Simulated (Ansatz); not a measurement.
# HCl (singlet): correlated methods under varied settings at distance Cl1–H2 = 1.033 Å

What do other methods and options give for HCl (singlet) at this geometry, and how long do they take?

Computed with Ansatz 0.2.0, Gaussian basis. Level: the settings change from run to run.

17 further runs of the same task are left out: 12 that didn't finish, 5 set aside as unsound or not needed.

### Step 1. What is computed

The geometry derives from a PBE0/def2-TZVP stationary point (not a proven minimum). One bond is set to the value named and the two fragments are kept rigid.

2 atoms, charge 0, spin multiplicity 1.

Atoms are counted from 1 here; the program's logs count them from 0.

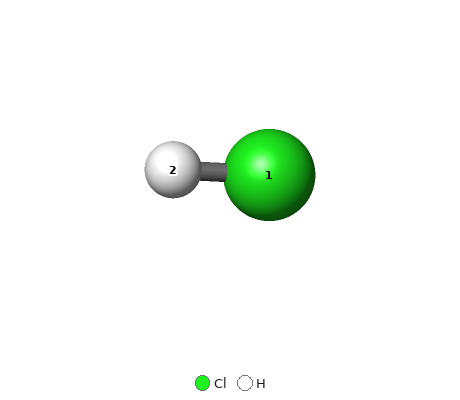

The geometry (chlorine green, hydrogen white); atoms are numbered from 1 in the order of the file.

### Step 2. CASSCF(4,3)/def2-mTZVP

File in.yaml:

```yaml
crystal:
  periodic: [false, false, false]
  atoms:
    - {symbol: Cl, position_ang: [0.000000, 0.000000, 0.000000]}
    - {symbol: H, position_ang: [0.000000, 0.000000, 1.033000]}
basis:
  gaussian: {orbitals: def2-mTZVP}
correlation: {active_space: {window: {electrons: 4, orbitals: 3}}}
output: {forces: true}
```

The run is started by

```bash
$ ansatz run in.yaml --threads 1 --pin off --events-out ev --progress --plain --max-ram 2393MiB
```

The program printed:

```text
Functional definition: HF
  name "HF"
  cite "Fock, Z. Phys. 61, 126 (1930) doi:10.1007/BF01340294"
  parent pbe
  exchange = exact_x
  correlation = 0
222 factors; integrals over basis functions are off by at most 6.3e-4 eV
mean field evaluation 1: about -12517.5552 eV, gradient 1.0e1 eV
mean field evaluation 2: about -12517.5556 eV, gradient 1.0e1 eV
mean field evaluation 4: about -12517.9121 eV, gradient 8.6e-1 eV
mean field evaluation 8: about -12517.9160 eV, gradient 1.3e-4 eV
mean field -12517.91603099 eV, -460.0249291908 hartree, gradient 1.3e-6 eV, S^2 0.000000; 0 other end points of the search recorded, 0 dependent functions left out
reference -12517.91603099 eV, -460.0249291908 hartree; 9, 9 occupied and 16, 16 virtual orbitals, 222 factors
state -12518.25061740 eV, -460.0372250145 hartree
the calculation of the forces begins
Total energy: -12518.25061740 eV, -460.0372250145 hartree
Atom 0 at     0.000000     0.000000     0.000000 Å, force     0.000000    -0.000000   -17.524496 eV/Å
Atom 1 at     0.000000     0.000000     1.033000 Å, force    -0.000000    -0.000000    17.524496 eV/Å
Dipole moment:     0.000000     0.000000     0.258382 e Å
```

Wall time 0.27 s (1 thread of Arm Neoverse V1, shared host).

From the report: 9 determinants; active occupations 2.00, 1.99, 0.01.

### Step 3. BCCD/cc-pVDZ

File in.yaml:

```yaml
crystal:
  periodic: [false, false, false]
  atoms:
    - {symbol: Cl, position_ang: [0.000000, 0.000000, 0.000000]}
    - {symbol: H, position_ang: [0.000000, 0.000000, 1.033000]}
basis:
  gaussian: {orbitals: cc-pVDZ}
magnetization: {spin_polarized: true, initial_magnetization: 0}
hamiltonian: {xc: {name: B3LYP}}
correlation: {method: bccd, electrons: valence, diis_vectors: 12}
```

Same command.

The program printed (excerpt; [...] marks lines left out):

```text
Functional definition: B3LYP
  name "B3LYP"
  cite "Stephens, Devlin, Chabalowski & Frisch, J. Phys. Chem. 98, 11623 (1994) doi:10.1021/j100096a001"
  cite "Becke, Phys. Rev. A 38, 3098 (1988) doi:10.1103/PhysRevA.38.3098"
  cite "Lee, Yang & Parr, Phys. Rev. B 37, 785 (1988) doi:10.1103/PhysRevB.37.785"
  cite "Vosko, Wilk & Nusair, Can. J. Phys. 58, 1200 (1980) doi:10.1139/p80-159"
[...]
238 factors; integrals over basis functions are off by at most 6.7e-4 eV
[...]
mean field -12537.78801277 eV, -460.7552110514 hartree, gradient 4.2e-7 eV, S^2 0.000000; 0 other end points of the search recorded, 0 dependent functions left out
5 core orbitals not correlated: weight in the atoms' cores, before any rotation towards them, 1.000 or more for the frozen orbitals, at most 0.000 for the correlated occupied ones
reference -12517.87656134 eV, -460.0234787076 hartree; 4, 4 occupied and 14, 14 virtual orbitals, 238 factors
second order -3.94644560 eV of doubles, -0.02776204 eV of singles
cycle   1  -4.29948381 eV  change   -3.3e-1 eV  update   2.8e-2
[...]
cycle   7  -4.37349864 eV  change   -1.4e-6 eV  update   3.5e-6
Total energy: -12522.25005997 eV, -460.1842018181 hartree
```

Run time: 0.72 s. Hardware: 1 thread of Arm Neoverse V1, shared host.

From the report: ⟨S²⟩ of the determinant 0.000 (pure singlet: 0.00); correlation -4.3735 eV; largest double amplitude 0.04.

### Step 4. CCSDT(Q)/B on RHF/cc-pVDZ

File in.yaml:

```yaml
crystal:
  periodic: [false, false, false]
  atoms:
    - {symbol: Cl, position_ang: [0.000000, 0.000000, 0.000000]}
    - {symbol: H, position_ang: [0.000000, 0.000000, 1.033000]}
basis:
  gaussian: {orbitals: cc-pVDZ}
magnetization: {spin_polarized: false}
correlation: {method: ccsdt_q_b, electrons: outside_noble_gas}
accuracy: high
```

The command is unchanged.

The program printed (excerpt; [...] marks lines left out):

```text
Functional definition: HF
  name "HF"
  cite "Fock, Z. Phys. 61, 126 (1930) doi:10.1007/BF01340294"
  parent pbe
[...]
427 factors; integrals over basis functions are off by at most 4.1e-9 eV
[...]
mean field -12517.95951863 eV, -460.0265273320 hartree, gradient 3.7e-8 eV, S^2 0.000000; 0 other end points of the search recorded, 0 dependent functions left out
5 core orbitals not correlated: weight in the atoms' cores, before any rotation towards them, 1.000 or more for the frozen orbitals, at most 0.000 for the correlated occupied ones
reference -12517.95951863 eV, -460.0265273320 hartree; 4, 4 occupied and 14, 14 virtual orbitals, 427 factors
second order -3.91635128 eV of doubles, -0.00000000 eV of singles
cycle   1  -4.26314810 eV  change   -3.5e-1 eV  update   3.4e-2
[...]
cycle  17  -4.40364094 eV  change  -8.2e-10 eV  update  5.1e-10
perturbative correction -0.00587566 eV, -0.0002159266 hartree
Total energy: -12522.36903523 eV, -460.1885740783 hartree
```

It took 0.84 s on 1 thread of Arm Neoverse V1, shared host.

From the report: correlation -4.4095 eV; T1 0.004; largest double amplitude 0.04.

### Step 5. CCSD(T)/cc-pVDZ

in.yaml: that of step 4 with these lines changed.

```diff
@@ -8,3 +8,6 @@
 magnetization: {spin_polarized: false}
-correlation: {method: ccsdt_q_b, electrons: outside_noble_gas}
+hamiltonian: {xc: {name: B3LYP}}
+correlation: {method: ccsd_t, electrons: outside_noble_gas}
 accuracy: high
+scf: {lower_state_search: off}
+output: {forces: true}
```

Same command.

The program printed (excerpt; [...] marks lines left out):

```text
Functional definition: B3LYP
  name "B3LYP"
  cite "Stephens, Devlin, Chabalowski & Frisch, J. Phys. Chem. 98, 11623 (1994) doi:10.1021/j100096a001"
  cite "Becke, Phys. Rev. A 38, 3098 (1988) doi:10.1103/PhysRevA.38.3098"
  cite "Lee, Yang & Parr, Phys. Rev. B 37, 785 (1988) doi:10.1103/PhysRevB.37.785"
  cite "Vosko, Wilk & Nusair, Can. J. Phys. 58, 1200 (1980) doi:10.1139/p80-159"
[...]
427 factors; integrals over basis functions are off by at most 4.1e-9 eV
[...]
mean field -12537.78811434 eV, -460.7552147841 hartree, gradient 3.5e-8 eV, S^2 0.000000; 0 other end points of the search recorded, 0 dependent functions left out
5 core orbitals not correlated: weight in the atoms' cores, before any rotation towards them, 1.000 or more for the frozen orbitals, at most 0.000 for the correlated occupied ones
reference -12517.87657662 eV, -460.0234792693 hartree; 4, 4 occupied and 14, 14 virtual orbitals, 427 factors
second order -3.94647094 eV of doubles, -0.02776183 eV of singles
cycle   1  -4.30022746 eV  change   -3.3e-1 eV  update   2.8e-2
[...]
cycle  16  -4.37323948 eV  change  -3.3e-10 eV  update  2.3e-10
perturbative correction -0.05818423 eV, -0.0021382309 hartree
[...]
Total energy: -12522.30800032 eV, -460.1863310866 hartree
Atom 0 at     0.000000     0.000000     0.000000 Å, force     0.000000    -0.000000   -17.954925 eV/Å
Atom 1 at     0.000000     0.000000     1.033000 Å, force     0.000000     0.000000    17.954925 eV/Å
Dipole moment:    -0.000000     0.000000     0.233337 e Å
Checks for a lower state left out: starts, cluster_reference, orbital_swaps, neighbouring_geometries, increment
```

Run time: 1.5 s. Hardware: 1 thread of Arm Neoverse V1, shared host.

From the report: correlation -4.4314 eV; T1 0.004; largest double amplitude 0.04. The orbitals are Kohn-Sham ones, so correlation energy and T1 don't compare with those on Hartree-Fock orbitals.

### Step 6. CASSCF(4,3)/cc-pVDZ

in.yaml: that of step 5 with these lines changed.

```diff
@@ -7,5 +7,3 @@
   gaussian: {orbitals: cc-pVDZ}
-magnetization: {spin_polarized: false}
-hamiltonian: {xc: {name: B3LYP}}
-correlation: {method: ccsd_t, electrons: outside_noble_gas}
+correlation: {active_space: {window: {electrons: 4, orbitals: 3}}}
 accuracy: high
```

Launched as before.

The program printed (excerpt; [...] marks lines left out):

```text
Functional definition: HF
  name "HF"
  cite "Fock, Z. Phys. 61, 126 (1930) doi:10.1007/BF01340294"
  parent pbe
[...]
427 factors; integrals over basis functions are off by at most 4.1e-9 eV
[...]
mean field -12517.95951863 eV, -460.0265273320 hartree, gradient 3.7e-8 eV, S^2 0.000000; 0 other end points of the search recorded, 0 dependent functions left out
reference -12517.95951863 eV, -460.0265273320 hartree; 9, 9 occupied and 14, 14 virtual orbitals, 427 factors
state -12518.27249269 eV, -460.0380289166 hartree
[...]
Total energy: -12518.27249269 eV, -460.0380289166 hartree
Atom 0 at     0.000000     0.000000     0.000000 Å, force     0.000000     0.000000   -18.066062 eV/Å
Atom 1 at     0.000000     0.000000     1.033000 Å, force    -0.000000    -0.000000    18.066062 eV/Å
Dipole moment:     0.000000     0.000000     0.235748 e Å
Checks for a lower state left out: stability, starts, cluster_reference, orbital_swaps, neighbouring_geometries, increment
```

It took 0.51 s on 1 thread of Arm Neoverse V1, shared host.

From the report: 9 determinants; active occupations 2.00, 1.99, 0.01.

### Step 7. NEVPT4(SD)(4,2)/6-31++G**

File in.yaml:

```yaml
crystal:
  periodic: [false, false, false]
  atoms:
    - {symbol: Cl, position_ang: [0.000000, 0.000000, 0.000000]}
    - {symbol: H, position_ang: [0.000000, 0.000000, 1.033000]}
basis:
  gaussian: {orbitals: "6-31++G**"}
correlation: {method: fic_nevpt4_sd, electrons: valence, active_space: {window: {electrons: 4, orbitals: 2}}}
```

Same command.

The program printed:

```text
Functional definition: HF
  name "HF"
  cite "Fock, Z. Phys. 61, 126 (1930) doi:10.1007/BF01340294"
  parent pbe
  exchange = exact_x
  correlation = 0
252 factors; integrals over basis functions are off by at most 7.5e-4 eV
mean field evaluation 1: about -12517.1527 eV, gradient 1.0e1 eV
mean field evaluation 2: about -12517.1550 eV, gradient 1.0e1 eV
mean field evaluation 4: about -12517.5067 eV, gradient 8.6e-1 eV
mean field evaluation 8: about -12517.5104 eV, gradient 7.7e-7 eV
mean field -12517.51039973 eV, -460.0100225167 hartree, gradient 2.1e-6 eV, S^2 0.000000; 0 other end points of the search recorded, 0 dependent functions left out
reference -12517.51039973 eV, -460.0100225167 hartree; 9, 9 occupied and 20, 20 virtual orbitals, 252 factors
state -12517.51039973 eV, -460.0100225167 hartree
state -12517.51039973 eV, -460.0100225167 hartree; corrected -12521.77939527 eV, -460.1669052093 hartree
WARN: 2 active orbitals are nearly empty or full. The corrections depend on them more than the energy does, and are more stable in an active space without them
Total energy: -12521.77939527 eV, -460.1669052093 hartree
```

It took 0.3 s on 1 thread of Arm Neoverse V1, shared host.

From the report: 1 determinant; active occupations 2.00, 2.00. The report marks this result as in doubt.

### Step 8. CCSDT(Q)/B on UHF/cc-pVDZ

File in.yaml:

```yaml
crystal:
  periodic: [false, false, false]
  atoms:
    - {symbol: Cl, position_ang: [0.000000, 0.000000, 0.000000]}
    - {symbol: H, position_ang: [0.000000, 0.000000, 1.033000]}
basis:
  gaussian: {orbitals: cc-pVDZ}
magnetization: {spin_polarized: true, initial_magnetization: 0}
hamiltonian: {pseudopotentials: {relativity: none}}
correlation: {method: ccsdt_q_b, electrons: outside_noble_gas}
```

Launched as before.

The program printed (excerpt; [...] marks lines left out):

```text
Functional definition: HF
  name "HF"
  cite "Fock, Z. Phys. 61, 126 (1930) doi:10.1007/BF01340294"
  parent pbe
[...]
402 factors; integrals over basis functions are off by at most 1.5e-7 eV
[...]
mean field -12517.95951862 eV, -460.0265273315 hartree, gradient 2.2e-6 eV, S^2 0.000000; 0 other end points of the search recorded, 0 dependent functions left out
5 core orbitals not correlated: weight in the atoms' cores, before any rotation towards them, 1.000 or more for the frozen orbitals, at most 0.000 for the correlated occupied ones
reference -12517.95951862 eV, -460.0265273315 hartree; 4, 4 occupied and 14, 14 virtual orbitals, 402 factors
second order -3.91635128 eV of doubles, -0.00000000 eV of singles
cycle   1  -4.26314795 eV  change   -3.5e-1 eV  update   3.4e-2
[...]
cycle   9  -4.40364122 eV  change    2.9e-7 eV  update   4.0e-7
perturbative correction -0.00587567 eV, -0.0002159267 hartree
Total energy: -12522.36903550 eV, -460.1885740882 hartree
```

Wall time 2.8 s (1 thread of Arm Neoverse V1, shared host).

From the report: ⟨S²⟩ of the determinant 0.000 (pure singlet: 0.00); correlation -4.4095 eV; T1 0.004; largest double amplitude 0.04.

### Step 9. MRCISD+Q(relaxed)(4,4)/6-31++G**

File in.yaml:

```yaml
crystal:
  periodic: [false, false, false]
  atoms:
    - {symbol: Cl, position_ang: [0.000000, 0.000000, 0.000000]}
    - {symbol: H, position_ang: [0.000000, 0.000000, 1.033000]}
basis:
  gaussian: {orbitals: "6-31++G**"}
correlation: {method: fic_mrcisd_q_relaxed, electrons: valence, active_space: {window: {electrons: 4, orbitals: 4}}}
```

Same command.

The program printed (excerpt; [...] marks lines left out):

```text
Functional definition: HF
  name "HF"
  cite "Fock, Z. Phys. 61, 126 (1930) doi:10.1007/BF01340294"
  parent pbe
[...]
252 factors; integrals over basis functions are off by at most 7.5e-4 eV
[...]
mean field -12517.51039973 eV, -460.0100225167 hartree, gradient 2.1e-6 eV, S^2 0.000000; 0 other end points of the search recorded, 0 dependent functions left out
reference -12517.51039973 eV, -460.0100225167 hartree; 9, 9 occupied and 20, 20 virtual orbitals, 252 factors
state -12518.12786234 eV, -460.0327138492 hartree
contracted CI cycle   1: correlation -0.00000000 eV, -0.0000000000 hartree, residual 1.72e1 eV
contracted CI cycle   2: correlation -3.45907955 eV, -0.1271188287 hartree, residual 2.35e0 eV
contracted CI cycle   3: correlation -3.52862788 eV, -0.1296746827 hartree, residual 6.15e-1 eV
contracted CI cycle   4: correlation -3.53360715 eV, -0.1298576675 hartree, residual 1.92e-1 eV
[...]
contracted CI cycle   4: correlation -3.64696611 eV, -0.1340235324 hartree, residual 3.09e-1 eV
contracted CI cycle   5: correlation -3.64830252 eV, -0.1340726446 hartree, residual 1.26e-1 eV
contracted CI cycle   6: correlation -3.64852376 eV, -0.1340807751 hartree, residual 4.78e-2 eV
contracted CI cycle   7: correlation -3.64855072 eV, -0.1340817659 hartree, residual 1.51e-2 eV
contracted CI cycle   8: correlation -3.64855332 eV, -0.1340818614 hartree, residual 4.67e-3 eV
contracted CI cycle   9: correlation -3.64855359 eV, -0.1340818712 hartree, residual 1.43e-3 eV
contracted CI cycle  10: correlation -3.64855361 eV, -0.1340818721 hartree, residual 4.33e-4 eV
state -12518.01125567 eV, -460.0284286331 hartree; corrected -12521.83526688 eV, -460.1689584530 hartree
state -12518.01125567 eV, -460.0284286331 hartree; corrected -12521.83526688 eV, -460.1689584530 hartree
WARN: the results are in doubt because another end's mean lies 0.117 eV lower, and its corrected mean 0.004 eV higher
Total energy: -12521.83526688 eV, -460.1689584530 hartree
In doubt: another end's mean lies 0.117 eV lower, and its corrected mean 0.004 eV higher
```

It took 1.1 s on 1 thread of Arm Neoverse V1, shared host.

From the report: 36 determinants; active occupations 2.00, 1.99, 0.01, 0.00. The program marks this result as in doubt; its last lines say why.

### Step 10. NEVPT2(2,9)/cc-pVDZ

File in.yaml:

```yaml
crystal:
  periodic: [false, false, false]
  atoms:
    - {symbol: Cl, position_ang: [0.000000, 0.000000, 0.000000]}
    - {symbol: H, position_ang: [0.000000, 0.000000, 1.033000]}
basis:
  gaussian: {orbitals: cc-pVDZ}
correlation: {method: sc_nevpt2, electrons: all, active_space: {window: {electrons: 2, orbitals: 9}}}
```

The command is unchanged.

The program printed:

```text
Functional definition: HF
  name "HF"
  cite "Fock, Z. Phys. 61, 126 (1930) doi:10.1007/BF01340294"
  parent pbe
  exchange = exact_x
  correlation = 0
238 factors; integrals over basis functions are off by at most 6.7e-4 eV
mean field evaluation 1: about -12517.6306 eV, gradient 9.8e0 eV
mean field evaluation 2: about -12517.6314 eV, gradient 9.8e0 eV
mean field evaluation 4: about -12517.9563 eV, gradient 8.3e-1 eV
mean field evaluation 8: about -12517.9595 eV, gradient 7.0e-7 eV
mean field -12517.95950405 eV, -460.0265267961 hartree, gradient 6.4e-7 eV, S^2 0.000000; 0 other end points of the search recorded, 0 dependent functions left out
reference -12517.95950405 eV, -460.0265267961 hartree; 9, 9 occupied and 14, 14 virtual orbitals, 238 factors
state -12518.47816669 eV, -460.0455872965 hartree
state -12518.47816669 eV, -460.0455872965 hartree; corrected -12521.97433710 eV, -460.1740691895 hartree
WARN: 3 active orbitals are nearly empty or full. The corrections depend on them more than the energy does, and are more stable in an active space without them
Total energy: -12521.97433710 eV, -460.1740691895 hartree
```

Run time: 3 s. Hardware: 1 thread of Arm Neoverse V1, shared host.

From the report: 81 determinants; active occupations 1.98, 0.01, 0.00, 0.00, 0.00, 0.00, 0.00, 0.00, 0.00. The report marks this result as in doubt.

### Step 11. The runs in one table

Where basis and cores are those of an earlier FCI/cc-pVDZ run (-12522.3696 eV), and the state is the same kind, the miss against it is given. † marks a result that the program doubts.

```csv
level,correlated,functions,energy (eV),from FCI (meV),time
"CASSCF(4,3)/def2-mTZVP",,25,-12518.2506,,0.27 s
BCCD/cc-pVDZ (on B3LYP orbitals),valence,23,-12522.2501,119.6,0.72 s
CCSDT(Q)/B on RHF/cc-pVDZ,outside noble gas,23,-12522.3690,0.6,0.84 s
CCSD(T)/cc-pVDZ (on B3LYP orbitals),outside noble gas,23,-12522.3080,61.6,1.5 s
"CASSCF(4,3)/cc-pVDZ",,23,-12518.2725,4097.1,0.51 s
"NEVPT4(SD)(4,2)/6-31++G** †",valence,29,-12521.7794,,0.3 s
CCSDT(Q)/B on UHF/cc-pVDZ,outside noble gas,23,-12522.3690,,2.8 s
"MRCISD+Q(relaxed)(4,4)/6-31++G** †",valence,29,-12521.8353,,1.1 s
"NEVPT2(2,9)/cc-pVDZ †",all,23,-12521.9743,,3 s
```

### Step 12. What came out

```
quantity                           value
    runs                               9
quickest  CASSCF(4,3)/def2-mTZVP, 0.27 s
 slowest      NEVPT2(2,9)/cc-pVDZ †, 3 s
```

What this shows: Total energies in different bases, with other cores or another treatment of relativity can't be set against each other. NEVPT2(2,9)/cc-pVDZ † took 11 times as long as CASSCF(4,3)/def2-mTZVP; the jobs differ in more than the method. Among the correlated runs with a miss given, it spans +1 to +120 meV. Hartree-Fock, CASSCF and CASCI lack dynamic correlation by design. Cores frozen from Kohn-Sham orbitals shift the total energy.
